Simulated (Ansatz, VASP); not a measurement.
# Cross-check of ZnS (Sphalerite) between VASP and Ansatz, part 2 of 2

Aim: how closely do two programs agree when they are given the same cell, functional and k mesh?  The cell comes out of the VASP series on this material, whose earlier steps may have relaxed, scaled or displaced it; both programs get it as it stands.

VASP 6.6.1 and Ansatz 0.2.0.

So far. Step 4 (Side by side): The walks stopped with 0.00 GPa left in Ansatz and 0.07 GPa in VASP; each walk ends within a tolerance, so the volume difference is uncertain by about these residues over the bulk modulus, most in soft cells.

### Step 5. VASP: band structure, HSE06

Level of this step: HSE06; plane waves and PAW (Zn, S) (VASP).

The same path points are solved in both programs, so levels can be compared one by one.

Input file INCAR:

```
SYSTEM = ZnS
PREC = Accurate
ENCUT = 400
EDIFF = 1E-06
NELM = 100
ISMEAR = 0
SIGMA = 0.05
LREAL = .FALSE.
ALGO = Normal
LHFCALC = .TRUE.
AEXX = 0.25
GGA = PE
HFSCREEN = 0.2
LASPH = .TRUE.
NBANDS = 15
PRECFOCK = Fast
LORBIT = 11
LWAVE = .FALSE.
LCHARG = .FALSE.
KPAR = 2
```

Input file POSCAR:

```
ZnS
1.0
    0.0000000000      2.6902736767      2.6902736767
    2.6902736767      0.0000000000      2.6902736767
    2.6902736767      2.6902736767      0.0000000000
Zn S
1 1
Direct
    0.0000000000      0.0000000000      0.0000000000
    0.2500000000      0.2500000000      0.2500000000
```

Input file KPOINTS:

```
Automatic mesh
0
Gamma
5 5 5
0 0 0
```

Input file KPOINTS_OPT:

```
Line mode
6
Line-mode
Reciprocal
  0.00000000   0.00000000   0.00000000 GAMMA
  0.50000000   0.00000000   0.50000000 X

  0.50000000   0.00000000   0.50000000 X
  0.50000000   0.25000000   0.75000000 W

  0.50000000   0.25000000   0.75000000 W
  0.37500000   0.37500000   0.75000000 K

  0.37500000   0.37500000   0.75000000 K
  0.00000000   0.00000000   0.00000000 GAMMA

  0.00000000   0.00000000   0.00000000 GAMMA
  0.50000000   0.50000000   0.50000000 L

  0.50000000   0.50000000   0.50000000 L
  0.62500000   0.25000000   0.62500000 U

  0.62500000   0.25000000   0.62500000 U
  0.50000000   0.25000000   0.75000000 W

  0.50000000   0.25000000   0.75000000 W
  0.50000000   0.50000000   0.50000000 L

  0.50000000   0.50000000   0.50000000 L
  0.37500000   0.37500000   0.75000000 K

  0.62500000   0.25000000   0.62500000 U
  0.50000000   0.00000000   0.50000000 X
```

PAW data sets: Zn and S (PBE family, release 64).

On the command line:

```
> mpirun -np 2 vasp_std
```

Numbers of over 12 decimals in the logs are rounded to 6 here.

The program printed:

```text
[banner, memory and clock lines left out]
running    2 mpi-ranks, on    1 nodes
[...]
LDA part: xc-table for (Slater+PW92), standard interpolation
 found WAVECAR, reading the header
 POSCAR, INCAR and KPOINTS ok, starting setup
[...]
reading WAVECAR
 the WAVECAR file was read successfully
 initial charge from wavefunction
 entering main loop
       N       E                     dE             d eps       ncg     rms          rms(c)
DAV:   1    -0.837485919129E+01   -0.83749E+01   -0.11293E-01   386   0.186E+01    0.551E-01
DAV:   2    -0.837680270696E+01   -0.19435E-02   -0.92178E-02   321   0.468E+00    0.324E-01
DAV:   3    -0.837741847871E+01   -0.61577E-03   -0.45943E-03   377   0.867E-01    0.210E-01
DAV:   4    -0.837744883630E+01   -0.30358E-04   -0.32442E-04   356   0.229E-01    0.118E-01
DAV:   5    -0.837745379774E+01   -0.49614E-05   -0.25111E-05   378   0.472E-02    0.686E-02
DAV:   6    -0.837745502668E+01   -0.12289E-05   -0.23166E-06   335   0.199E-02    0.414E-02
DAV:   7    -0.837745498785E+01    0.38831E-07   -0.53496E-07   241   0.901E-03
   1 F= -.83774550E+01 E0= -.83774550E+01  d E =-.378129E-11
 Start KPOINTS_OPT (optional k-point list driver)
k-point batch [1-10\60]
       N       E                     dE             ncg
DAV:   1     0.162110934242E+03   -0.44278E+04      300
DAV:   2    -0.836544576128E+03   -0.99866E+03      328
DAV:   3    -0.899772256252E+03   -0.63228E+02      377
DAV:   4    -0.900846307870E+03   -0.10741E+01      405
DAV:   5    -0.900857777317E+03   -0.11469E-01      419
DAV:   6    -0.900857959636E+03   -0.18232E-03      405
DAV:   7    -0.900857963562E+03   -0.39255E-05      391
DAV:   8    -0.900857963647E+03   -0.84804E-07      304
[...]
k-point batch [51-60\60]
       N       E                     dE             ncg
DAV:   1     0.118400351426E+03   -0.57741E+04      300
DAV:   2    -0.874026331507E+03   -0.99243E+03      349
DAV:   3    -0.939117760417E+03   -0.65091E+02      349
DAV:   4    -0.940244443116E+03   -0.11267E+01      405
DAV:   5    -0.940257709894E+03   -0.13267E-01      391
DAV:   6    -0.940257912701E+03   -0.20281E-03      391
DAV:   7    -0.940257916908E+03   -0.42070E-05      384
DAV:   8    -0.940257916998E+03   -0.90141E-07      297
```

OUTCAR, selected parts (step 5):

```text
 POSITION                                       TOTAL-FORCE (eV/Angst)
 -----------------------------------------------------------------------------------
      0.00000      0.00000      0.00000        -0.000000     -0.000000      0.000000
      1.34514      1.34514      1.34514         0.000000      0.000000     -0.000000
 -----------------------------------------------------------------------------------
    total drift:                               -0.000024     -0.000004      0.000015

  FREE ENERGIE OF THE ION-ELECTRON SYSTEM (eV)
  ---------------------------------------------------
  free  energy   TOTEN  =        -8.3774549879 eV

  energy  without entropy=       -8.3774549878  energy(sigma->0) =       -8.37745499

[... 1 part as in an earlier step ...]

[... 2 further parts left out ...]
[key lines of the parts left out:]
E-fermi :   1.7128
```

### Step 6. Ansatz: band structure, HSE06

The same cell, functional, mesh and smearing now go to Ansatz, which takes its cutoff from its data sets.

The cell comes out of the VASP series on this material, whose earlier steps may have relaxed, scaled or displaced it; both programs get it as it stands.

Input file input.yaml:

```yaml
crystal:
  lattice:
    - [0.0, 2.6902736767, 2.6902736767]
    - [2.6902736767, 0.0, 2.6902736767]
    - [2.6902736767, 2.6902736767, 0.0]
  atoms:
    - { symbol: Zn, position: [0.0, 0.0, 0.0] }
    - { symbol: S, position: [0.25, 0.25, 0.25] }
hamiltonian:
  xc: { exchange: pbe, correlation: pbe, exx: { coeff: 0.25, omega: 0.2 } }
  pseudopotentials: { kind: paw }
kpoints:
  mp_grid: { grid: [5, 5, 5] }
  band_path:
    path:
      - [0.0, 0.0, 0.0]
      - [0.5, 0.0, 0.5]
      - [0.5, 0.2, 0.7]
      - [0.4, 0.35, 0.75]
      - [0.15, 0.15, 0.3]
      - [0.2, 0.2, 0.2]
      - [0.55, 0.4, 0.55]
      - [0.6, 0.25, 0.65]
      - [0.5, 0.25, 0.75]
      - [0.5, 0.5, 0.5]
      - [0.375, 0.375, 0.75]
      - [0.5, 0.0, 0.5]
    npoints: 1
scf:
  occupations: { method: gaussian, width: 0.05 }
  n_extra_bands: 7
output:
  forces: true
  stress: true
  eigenvalues: true
```

On the command line:

```
> ansatz run input.yaml --threads 4 --pin off --max-ram 9216MiB --backend cpu --events-out ev --progress --plain --runs-dir out
```

The program printed:

```text
[...]
--- Band table (eV; the first three rows and the last of 10) ---
  k-point 0: bands = [... 5 lower, -2.2861, 5.2112, 5.2112, 5.2112, 8.6337, 12.9146, 12.9146, 12.9146, ... 3 higher]
  k-point 1: bands = [... 5 lower, -2.2876, 2.9063, 4.8537, 4.8537, 9.9200, 13.0706, 13.4618, 13.4618, ... 3 higher]
  k-point 2: bands = [... 5 lower, -2.2674, 0.1111, 4.3572, 4.3572, 9.8816, 13.4792, 13.4792, 15.1198, ... 3 higher]
  k-point 9: bands = [... 5 lower, -1.9606, 0.4253, 2.1457, 3.0075, 11.8235, 12.4051, 13.6854, 16.5345, ... 3 higher]
[key lines of the parts left out:]
Free energy (F): -4223.393818 eV
Fermi energy:    6.922848 eV
P = ⅓ Tr σ = 2.0232 GPa (20.232 kbar)
```

Run time: 20 s. Hardware: 4 threads of Arm Neoverse V1, shared host; peak memory 0.75 GiB; 73 s of CPU time.

### Step 7. Differences

What differs besides the data sets and the points named for the pairs above, as far as they apply: exact exchange at q = 0 is treated differently, which shows on coarse meshes; the cutoff is 420 eV in Ansatz and 400 eV in VASP; VASP takes a coarser grid for exact exchange (PRECFOCK = Fast). Total energies have different zeros and are not compared.

The two programs side by side:

```
                     quantity  Ansatz   VASP  difference
gap over the path points (eV)   3.422  3.410      +0.012
```

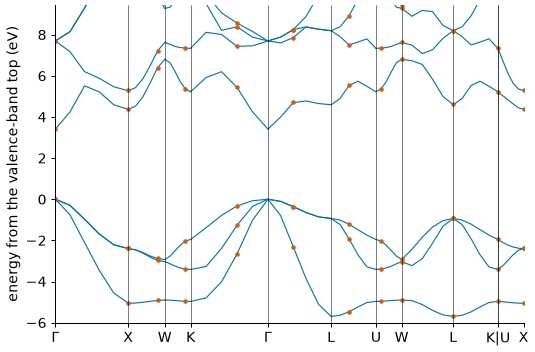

Bands from VASP (lines) and levels from Ansatz (dots). Dots without a line are higher empty bands that the VASP plot leaves out.

Levels at points of the path, from each program's valence-band top (eV; 4 filled, then empty):

```
k (reciprocal lattice)                                   Ansatz                                     VASP
     0.000 0.000 0.000      -7.50 0.00 0.00 0.00 3.42 7.70 7.70      -7.44 0.00 0.00 0.00 3.41 7.70 7.70
     0.500 0.000 0.500  -7.21 -5.05 -2.39 -2.39 4.38 5.29 12.67  -7.16 -5.06 -2.40 -2.40 4.37 5.28 12.68
     0.500 0.200 0.700   -7.06 -4.91 -2.97 -2.87 6.39 7.22 9.80   -7.00 -4.92 -2.97 -2.88 6.39 7.21 9.81
     0.400 0.350 0.750  -7.09 -4.95 -3.39 -2.02 5.37 7.35 10.60  -7.03 -4.96 -3.40 -2.03 5.36 7.35 10.62
     0.150 0.150 0.300   -7.48 -2.66 -1.26 -0.32 5.45 7.43 8.39   -7.42 -2.66 -1.27 -0.32 5.43 7.43 8.38
     0.200 0.200 0.200   -7.50 -2.31 -0.36 -0.36 4.71 7.86 8.25   -7.44 -2.31 -0.36 -0.36 4.70 7.86 8.25
     0.550 0.400 0.550   -7.21 -5.46 -1.92 -1.21 5.54 7.50 8.91   -7.15 -5.47 -1.93 -1.21 5.53 7.50 8.92
     0.600 0.250 0.650  -7.09 -4.95 -3.39 -2.02 5.37 7.35 10.60  -7.03 -4.96 -3.40 -2.03 5.36 7.35 10.62
     0.500 0.250 0.750   -7.04 -4.89 -3.03 -2.92 6.80 7.64 9.28   -6.98 -4.90 -3.03 -2.93 6.80 7.62 9.29
     0.500 0.500 0.500   -7.25 -5.68 -0.93 -0.93 4.61 8.20 8.20   -7.20 -5.70 -0.94 -0.94 4.59 8.20 8.20
```

Among the levels compared (up to four filled and three empty ones at each point), filled levels agree within 61 meV and empty ones within 25 meV.

### Step 8. Results

```json
{"difference in volume (relaxation of cell and atoms, r2SCAN)": "0.48 %", "difference in gap over the path points (band structure, HSE06)": "0.012 eV"}
```

What this shows: The difference in volume is 0.48 % (relaxation of cell and atoms, r2SCAN), within the 1.2 % picked in this series as the mark of a large difference, as far as the stopping tolerances let one tell. How closely two codes agree says nothing of how well the functional describes the real material.

[Lines on the potential files, build, host, timing and source positions are cut from VASP's logs without a mark.]

[Logs are printed without paths, hosts, clocks, repeated set-up lines and the standing remarks that a program may print on its own settings, such as how far it seeks lower states.]

[Hosts, paths, dates, database ids (printed as entryN), source tags and the programs' standing remarks are cut or masked in the printed files.]
